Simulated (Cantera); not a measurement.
Charge: 1 mol TiO₂, 100 mol H₂, held at 0.000660 bar.

Cantera equilibrium calculation (NASA polynomials, part measured and part estimated; ideal gas, pure solids and liquids). Candidate condensed phases: H₂O, Ti, TiO, TiO₂, Ti₂O₃, Ti₃O₅, Ti₄O₇; 12 gas species. Condensed phases not in the tables: Magnéli phases beyond Ti₄O₇. Rates play no part.

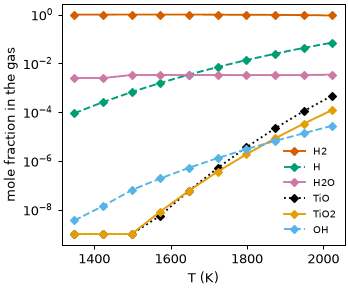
Figure: Equilibrium gas composition (values under 1e-9 drawn at 1e-9)

Task: Read off the mole fractions at 2023 K.

Result: H₂ about 0.92, H about 0.071, H₂O about 0.0035, TiO about 0.00047, TiO₂ about 0.00012, OH about 2.8e-5.
